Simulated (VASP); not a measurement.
# A VASP study of BaTi2Bi2O (r2SCAN + rVV10): structure first, properties next, part 2 of 6

Wanted: the relaxed cell of BaTi2Bi2O and its properties. The start is a computed cell from the Materials Project.

VASP 6.6.1; r2SCAN with rVV10, no spin polarisation; plane waves and PAW (Ba_sv, Ti_sv, Bi_d, O).

So far: Starting point; Full relaxation (r2SCAN + rVV10).

## (2) Full relaxation (r2SCAN + rVV10) (continued)

From OUTCAR (step 2):

```text
ion  position               nearest neighbor table
   1  0.500  0.500  0.500-   4 3.65   5 3.65   4 3.65   5 3.65   4 3.65   5 3.65   4 3.65   5 3.65

  LATTYP: Found a simple tetragonal cell.
 ALAT       =     4.1153140000
 C/A-ratio  =     2.1158234827

 Subroutine GETGRP returns: Found 16 space group operations
 (whereof 16 operations were pure point group operations)

The static configuration has the point symmetry D_4h.

 Found     20 irreducible k-points:

   k-points           NKPTS =     20   k-points in BZ     NKDIM =     20   number of bands    NBANDS=     43

   dimension x,y,z NGX =    32 NGY =   32 NGZ =   70
   dimension x,y,z NGXF=    64 NGYF=   64 NGZF=  140

   ENCUT  =  520.0 eV  38.22 Ry    6.18 a.u.   7.65  7.65 16.19*2*pi/ulx,y,z

   NELECT =      70.0000    total number of electrons

 k-points in reciprocal lattice and weights: Automatic mesh
   0.00000000  0.00000000  0.00000000       0.009
   0.16666667  0.00000000  0.00000000       0.037
   0.33333333  0.00000000  0.00000000       0.037
   0.50000000  0.00000000  0.00000000       0.019
   0.16666667  0.16666667  0.00000000       0.037
   0.33333333  0.16666667  0.00000000       0.074
   0.50000000  0.16666667  0.00000000       0.037
   0.33333333  0.33333333  0.00000000       0.037
   0.50000000  0.33333333  0.00000000       0.037
[...]
0.50000000  0.33333333  0.33333333       0.074
   0.50000000  0.50000000  0.33333333       0.019

 average (electrostatic) potential at core
       1 -39.2286       2 -79.2106       3 -79.2106       4-110.0748       5-110.0748
       6 -73.7989

 E-fermi :   6.9110

 k-point     1 :       0.0000    0.0000    0.0000
  band No.  band energies     occupation
    ...
     30       4.9247      2.00000
     31       4.9247      2.00000
     32       5.3595      2.00000
     33       5.6610      2.00000
     34       6.4188      2.00000
     35       6.9434      0.36083
     36       7.0469      0.00012
     37       7.0469      0.00012
     38       7.7970      0.00000
     39       8.2200      0.00000
    ...

 k-point     2 :       0.1667    0.0000    0.0000
  band No.  band energies     occupation
    ...
     31       5.0519      2.00000
     32       5.0897      2.00000
     33       5.5167      2.00000
     34       5.9869      2.00000
     35       6.0474      2.00000
     36       7.1019      0.00000
     37       7.7773      0.00000
     38       7.9564      0.00000
     39       8.0707      0.00000
     40       8.2601      0.00000
    ...

 k-point     3 :       0.3333    0.0000    0.0000
  band No.  band energies     occupation
    ...
     31       4.6602      2.00000
     32       5.2730      2.00000
     33       5.4998      2.00000
     34       5.7385      2.00000
     35       6.5136      2.00000
     36       7.3673      0.00000
     37       7.6675      0.00000
     38       7.7181      0.00000
     39       8.1018      0.00000
     40       8.5972      0.00000
    ...

  Total       -0.0143077     -0.0143077     -0.0235516      0.0000000      0.0000000      0.0000000
  in kB       -0.1600632     -0.1600632     -0.2634774      0.0000000      0.0000000      0.0000000
  external PRESSURE =      -0.1945346 kB  Pullay stress =       0.0000000 kB

  energy-cutoff  :      520.00
  volume of cell :      143.21
      direct lattice vectors                 reciprocal lattice vectors
     4.096775450  0.000000000  0.000000000     0.244094413  0.000000000  0.000000000
     0.000000000  4.096775450 -0.000000000     0.000000000  0.244094413 -0.000000000
     0.000000000  0.000000000  8.533046625     0.000000000  0.000000000  0.117191437

 POSITION                                       TOTAL-FORCE (eV/Angst)
 -----------------------------------------------------------------------------------
      2.04839      2.04839      4.26652        -0.000000      0.000000      0.000000
      4.09678      2.04839      8.53305        -0.000000      0.000000      0.000000
      2.04839      0.00000      8.53305        -0.000000      0.000000      0.000000
      0.00000      0.00000      2.11223        -0.000000     -0.000000     -0.002553
      0.00000      0.00000      6.42082         0.000000      0.000000      0.002553
      2.04839      2.04839      8.53305        -0.000000      0.000000      0.000000
 -----------------------------------------------------------------------------------
    total drift:                                0.000000     -0.000000     -0.000000

  FREE ENERGIE OF THE ION-ELECTRON SYSTEM (eV)
  ---------------------------------------------------
  free  energy   TOTEN  =      -181.9219761561 eV

  energy  without entropy=     -181.9144668687  energy(sigma->0) =     -181.91822151

 reached required accuracy - stopping structural energy minimisation

 total charge
# of ion       s       p       d       tot
------------------------------------------
    1        2.023   5.596   0.318   7.937
    2        2.166   6.134   1.901  10.201
    3        2.166   6.134   1.901  10.201
    4        1.401   1.740   9.879  13.021
    5        1.401   1.740   9.879  13.021
    6        1.566   3.499   0.000   5.065
--------------------------------------------------
tot         10.722  24.843  23.879  59.444

[... 3 further parts left out ...]
```

This run has no spin polarisation, although Ti can carry a moment. The k-mesh is coarse for a metal. Harder data sets than Ba_sv exist (the GW ones), and pressures, volumes and forces can shift noticeably with them. The PAW data sets were made with PBE, which is usual practice but a small mismatch for other functionals. The run keeps the 16 symmetry operations of its start, so it cannot find a distortion of lower symmetry.

The steps of the relaxation:

```
step  energy less that of the first step (eV)  largest force (eV/Å)  pressure (GPa)  volume (Å³)
   1                                   0.0000                0.2288           -2.13       147.46
   2                                  -0.0133                0.1648            1.82       140.60
   3                                  -0.0294                0.0111            0.05       143.45
   4                                  -0.0312                0.0220            0.01       143.45
   5                                  -0.0318                0.0467           -0.02       143.44
   6                                  -0.0318                0.0543           -0.02       143.43
   7                                  -0.0321                0.0329           -0.02       143.35
   8                                  -0.0323                0.0026           -0.02       143.21
```

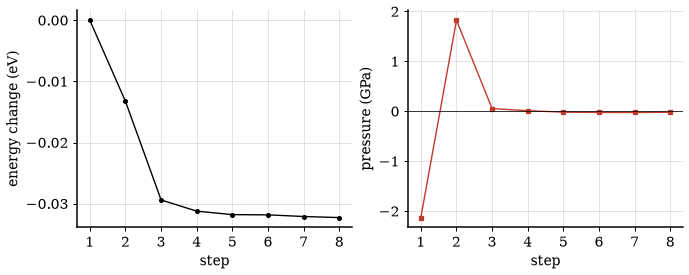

Energy and pressure along the relaxation.

| conventional cell, symmetrised | before | after | change |
| --- | --- | --- | --- |
| a (Å) | 4.115 | 4.097 | -0.5 % |
| b (Å) | 4.115 | 4.097 | -0.5 % |
| c (Å) | 8.707 | 8.533 | -2.0 % |
| volume (Å³/atom) | 24.58 | 23.87 | -2.9 % |

The relaxed structure:

```
Ba Ti Bi O
1.0
     4.09678    0.00000    0.00000
     0.00000    4.09678    0.00000
     0.00000    0.00000    8.53305
Ba Ti Bi O
1 2 2 1
Direct
  0.50000 0.50000 0.50000
  0.00000 0.50000 0.00000
  0.50000 0.00000 0.00000
  0.00000 0.00000 0.24753
  0.00000 0.00000 0.75247
  0.50000 0.50000 0.00000
```

Numbers from this step:

```yaml
electrons: 70
bands: 43
irreducible_k_points: 20
symmetry_operations: 16
free_energy_toten: -181.9220 eV
energy_at_zero_smearing: -181.9182 eV
fermi_energy: 6.911 eV
pressure: -0.01945 GPa
metallic: yes
scf_cycles_over_all_ionic_steps: 75
```

It ends with a largest force of 0.003 eV/Å and a pressure of -0.02 GPa.

## (3) Second relaxation

A relaxation keeps the plane waves of the cell it began with, so it is repeated from the new cell, on a basis made for it.

Input file INCAR:

```
SYSTEM = BaTi2Bi2O
PREC = Accurate
ENCUT = 520
EDIFF = 1E-06
NELM = 100
ISMEAR = 0
SIGMA = 0.05
LREAL = .FALSE.
ALGO = Normal
METAGGA = R2SCAN
LUSE_VDW = .TRUE.
IVDW_NL = 2
BPARAM = 11.95
CPARAM = 0.0093
LASPH = .TRUE.
NBANDS = 43
LORBIT = 11
LWAVE = .FALSE.
LCHARG = .FALSE.
KPAR = 4
IBRION = 2
NSW = 60
ISIF = 3
EDIFFG = -0.01
```

Input file POSCAR:

```
BaTi2Bi2O
1.0
    4.0967754502      0.0000000000      0.0000000000
    0.0000000000      4.0967754502      0.0000000000
    0.0000000000      0.0000000000      8.5330466247
Ba Ti Bi O
1 2 2 1
Direct
    0.5000000000      0.5000000000      0.5000000000
    0.0000000000      0.5000000000      0.0000000000
    0.5000000000      0.0000000000      0.0000000000
    0.0000000000      0.0000000000      0.2475347964
    0.0000000000      0.0000000000      0.7524652036
    0.5000000000      0.5000000000      0.0000000000
```

Input file KPOINTS:

```
Automatic mesh
0
Gamma
6 6 3
0 0 0
```

Potentials, in the order of the species: Ba_sv, Ti_sv, Bi_d and O (PBE family, release 64).

On the command line:

```sh
mpirun -np 4 vasp_std
```

Log:

```text
[banner, memory and clock lines left out]
running    4 mpi-ranks, on    1 nodes
 distrk:  each k-point on    1 cores,    4 groups
 distr:  one band on    1 cores,    1 groups

 POSCAR found type information on POSCAR BaTiBiO
 POSCAR found :  4 types and       6 ions
 [... a notice as in an earlier step ...]

 [... a notice as in an earlier step ...]

 LDA part: xc-table for (None), standard interpolation
 POSCAR, INCAR and KPOINTS ok, starting setup
 FFT: planning ... GRIDC
 FFT: planning ... GRID_SOFT
 FFT: planning ... GRID
 WAVECAR not read
 entering main loop
       N       E                     dE             d eps       ncg     rms          rms(c)
Total rVV10 correction in eV:      1.6866360    72.6787400
Total rVV10 correction in eV:      1.6866360    72.6787400
Total rVV10 correction in eV:      1.6866360    72.6787400
Total rVV10 correction in eV:      1.6866360    72.6787400
DAV:   1     0.833324439449E+03    0.83332E+03   -0.36059E+04  1720   0.195E+03
DAV:   2    -0.526562744869E+02   -0.88598E+03   -0.86777E+03  1776   0.583E+02
DAV:   3    -0.193193438407E+03   -0.14054E+03   -0.13803E+03  2653   0.225E+02
DAV:   4    -0.204734446643E+03   -0.11541E+02   -0.11437E+02  2808   0.558E+01
DAV:   5    -0.205471421678E+03   -0.73698E+00   -0.73557E+00  2512   0.102E+01    0.193E+01
Total rVV10 correction in eV:      1.6686240    72.6787389
Total rVV10 correction in eV:      1.6686240    72.6787389
Total rVV10 correction in eV:      1.6686240    72.6787389
Total rVV10 correction in eV:      1.6686240    72.6787389
DAV:   6    -0.183616802349E+03    0.21855E+02   -0.64286E+01  2410   0.521E+01    0.976E+00
Total rVV10 correction in eV:      1.6826031    72.6787391
Total rVV10 correction in eV:      1.6826031    72.6787391
Total rVV10 correction in eV:      1.6826031    72.6787391
Total rVV10 correction in eV:      1.6826031    72.6787391
DAV:   7    -0.182045398239E+03    0.15714E+01   -0.15075E+01  2299   0.197E+01    0.499E+00
Total rVV10 correction in eV:      1.6830401    72.6787390
Total rVV10 correction in eV:      1.6830401    72.6787390
Total rVV10 correction in eV:      1.6830401    72.6787390
Total rVV10 correction in eV:      1.6830401    72.6787390
DAV:   8    -0.181921968484E+03    0.12343E+00   -0.15746E+00  2205   0.583E+00    0.216E+00
Total rVV10 correction in eV:      1.6918782    72.6787390
Total rVV10 correction in eV:      1.6918782    72.6787390
Total rVV10 correction in eV:      1.6918782    72.6787390
Total rVV10 correction in eV:      1.6918782    72.6787390
DAV:   9    -0.181925356793E+03   -0.33883E-02   -0.72990E-01  2381   0.388E+00    0.982E-01
Total rVV10 correction in eV:      1.6919760    72.6787390
Total rVV10 correction in eV:      1.6919760    72.6787390
Total rVV10 correction in eV:      1.6919760    72.6787390
Total rVV10 correction in eV:      1.6919760    72.6787390
DAV:  10    -0.181920992526E+03    0.43643E-02   -0.96845E-02  2215   0.177E+00    0.543E-01
Total rVV10 correction in eV:      1.6923112    72.6787390
Total rVV10 correction in eV:      1.6923112    72.6787390
Total rVV10 correction in eV:      1.6923112    72.6787390
Total rVV10 correction in eV:      1.6923112    72.6787390
DAV:  11    -0.181919257000E+03    0.17355E-02   -0.11726E-02  2285   0.630E-01    0.312E-01
Total rVV10 correction in eV:      1.6934933    72.6787390
Total rVV10 correction in eV:      1.6934933    72.6787390
Total rVV10 correction in eV:      1.6934933    72.6787390
Total rVV10 correction in eV:      1.6934933    72.6787390
DAV:  12    -0.181919910921E+03   -0.65392E-03   -0.55061E-03  2386   0.484E-01    0.436E-02
Total rVV10 correction in eV:      1.6934907    72.6787390
Total rVV10 correction in eV:      1.6934907    72.6787390
Total rVV10 correction in eV:      1.6934907    72.6787390
Total rVV10 correction in eV:      1.6934907    72.6787390
DAV:  13    -0.181919952661E+03   -0.41741E-04   -0.54974E-04  2530   0.132E-01    0.408E-02
Total rVV10 correction in eV:      1.6935917    72.6787390
Total rVV10 correction in eV:      1.6935917    72.6787390
Total rVV10 correction in eV:      1.6935917    72.6787390
Total rVV10 correction in eV:      1.6935917    72.6787390
DAV:  14    -0.181919945608E+03    0.70533E-05   -0.72072E-05  2328   0.384E-02    0.145E-02
Total rVV10 correction in eV:      1.6935724    72.6787390
Total rVV10 correction in eV:      1.6935724    72.6787390
Total rVV10 correction in eV:      1.6935724    72.6787390
Total rVV10 correction in eV:      1.6935724    72.6787390
DAV:  15    -0.181919943439E+03    0.21694E-05   -0.16989E-05  2088   0.180E-02    0.452E-03
Total rVV10 correction in eV:      1.6935677    72.6787390
Total rVV10 correction in eV:      1.6935677    72.6787390
Total rVV10 correction in eV:      1.6935677    72.6787390
Total rVV10 correction in eV:      1.6935677    72.6787390
DAV:  16    -0.181919943807E+03   -0.36844E-06   -0.29748E-06  1821   0.906E-03
Total rVV10 correction in eV:      1.6935478    72.6787390
Total rVV10 correction in eV:      1.6935478    72.6787390
Total rVV10 correction in eV:      1.6935478    72.6787390
Total rVV10 correction in eV:      1.6935478    72.6787390
Total rVV10 correction in eV:      1.6935598    72.6787390
Total rVV10 correction in eV:      1.6935598    72.6787390
Total rVV10 correction in eV:      1.6935598    72.6787390
Total rVV10 correction in eV:      1.6935598    72.6787390
   1 F= -.18191994E+03 E0= -.18191619E+03  d E =-.181920E+03
 curvature:   0.00 expect dE= 0.000E+00 dE for cont linesearch  0.000E+00
 trial: gam= 0.00000 g(F)=  0.396E-06 g(S)=  0.141E-04 ort = 0.000E+00 (trialstep = 0.100E+01)
 search vector abs. value=  0.145E-04
 reached required accuracy - stopping structural energy minimisation
```

Run time: 4.2 min. Hardware: 4 MPI ranks of AMD EPYC 7R43, shared host; peak memory 2 GiB; 17 min of CPU time.

From OUTCAR (step 3):

```text
  LATTYP: Found a simple tetragonal cell.
 ALAT       =     4.0967754502
 C/A-ratio  =     2.0828690096

The static configuration has the point symmetry D_4h.

 Found     20 irreducible k-points:

   dimension x,y,z NGX =    30 NGY =   30 NGZ =   64
   dimension x,y,z NGXF=    60 NGYF=   60 NGZF=  128

   ENCUT  =  520.0 eV  38.22 Ry    6.18 a.u.   7.62  7.62 15.87*2*pi/ulx,y,z

   NELECT =      70.0000    total number of electrons

 E-fermi :   6.9112

 k-point     1 :       0.0000    0.0000    0.0000
  band No.  band energies     occupation
    ...
     30       4.9249      2.00000
     31       4.9249      2.00000
     32       5.3598      2.00000
     33       5.6612      2.00000
     34       6.4189      2.00000
     35       6.9431      0.36701
     36       7.0470      0.00012
     37       7.0470      0.00012
     38       7.7970      0.00000
     39       8.2201      0.00000
    ...

 k-point     2 :       0.1667    0.0000    0.0000
  band No.  band energies     occupation
    ...
     31       5.0519      2.00000
     32       5.0898      2.00000
     33       5.5170      2.00000
     34       5.9870      2.00000
     35       6.0475      2.00000
     36       7.1020      0.00000
     37       7.7770      0.00000
     38       7.9565      0.00000
     39       8.0708      0.00000
     40       8.2602      0.00000
    ...

  Total       -0.0191599     -0.0191599     -0.0319615      0.0000000     -0.0000000      0.0000000
  in kB       -0.2143455     -0.2143455     -0.3575605      0.0000000     -0.0000000      0.0000000
  external PRESSURE =      -0.2620839 kB  Pullay stress =       0.0000000 kB

  energy-cutoff  :      520.00
  volume of cell :      143.21
      direct lattice vectors                 reciprocal lattice vectors
     4.096775450  0.000000000  0.000000000     0.244094413  0.000000000  0.000000000
     0.000000000  4.096775450  0.000000000     0.000000000  0.244094413  0.000000000
     0.000000000  0.000000000  8.533046625     0.000000000  0.000000000  0.117191437

 POSITION                                       TOTAL-FORCE (eV/Angst)
 -----------------------------------------------------------------------------------
      2.04839      2.04839      4.26652         0.000000      0.000000      0.000000
      0.00000      2.04839      0.00000         0.000000      0.000000      0.000000
      2.04839      0.00000      0.00000         0.000000      0.000000      0.000000
      0.00000      0.00000      2.11223         0.000000      0.000000     -0.002026
      0.00000      0.00000      6.42082        -0.000000      0.000000      0.002026
      2.04839      2.04839      0.00000         0.000000      0.000000      0.000000
 -----------------------------------------------------------------------------------
    total drift:                                0.000000     -0.000000      0.000000

  FREE ENERGIE OF THE ION-ELECTRON SYSTEM (eV)
  ---------------------------------------------------
  free  energy   TOTEN  =      -181.9199438071 eV

  energy  without entropy=     -181.9124262694  energy(sigma->0) =     -181.91618504

 total charge
# of ion       s       p       d       tot
------------------------------------------
    1        2.023   5.596   0.318   7.937
    2        2.166   6.134   1.901  10.201
    3        2.166   6.134   1.901  10.201
    4        1.401   1.740   9.879  13.020
    5        1.401   1.740   9.879  13.020
    6        1.567   3.499   0.000   5.066
--------------------------------------------------
tot         10.723  24.843  23.879  59.445

[... 4 parts as in an earlier step ...]

[... 6 further parts left out ...]
```

CONTCAR:

```
BaTi2Bi2O
   1.00000000000000
     4.0967754502000000    0.0000000000000000    0.0000000000000000
     0.0000000000000000    4.0967754502000000    0.0000000000000000
     0.0000000000000000    0.0000000000000000    8.5330466247000007
  Ba              Ti              Bi              O
     1     2     2     1
Direct
     0.5000000000000000    0.5000000000000000    0.5000000000000000
     0.0000000000000000    0.5000000000000000    0.0000000000000000
     0.5000000000000000    0.0000000000000000    0.0000000000000000
     0.0000000000000000    0.0000000000000000    0.2475347963999965
     0.0000000000000000    0.0000000000000000    0.7524652036000035
     0.5000000000000000    0.5000000000000000    0.0000000000000000
```

Little changed from the start: no atom moved by 0.005 Å and no cell edge by 0.1 %.

This step gave:

```
free energy (TOTEN)             : -181.9199 eV
energy at zero smearing         : -181.9162 eV
pressure                        : -0.02621 GPa
SCF cycles over all ionic steps : 16
```

It ends with a largest force of 0.002 eV/Å and a pressure of -0.03 GPa. The volume moved by under 0.01 %: the run met its threshold at the first step.

[end of part 2 of 6]

[Lines on the potential files, build, host, timing and source positions are cut from VASP's logs without a mark.]

[Logs are printed without paths, hosts, clocks, repeated set-up lines and the standing remarks that a program may print on its own settings, such as how far it seeks lower states.]

[Hosts, paths, dates, database ids (printed as entryN), source tags and the programs' standing remarks are cut or masked in the printed files.]

[A measured line is paired with the nearest computed mode of its activity, which favours agreement.]
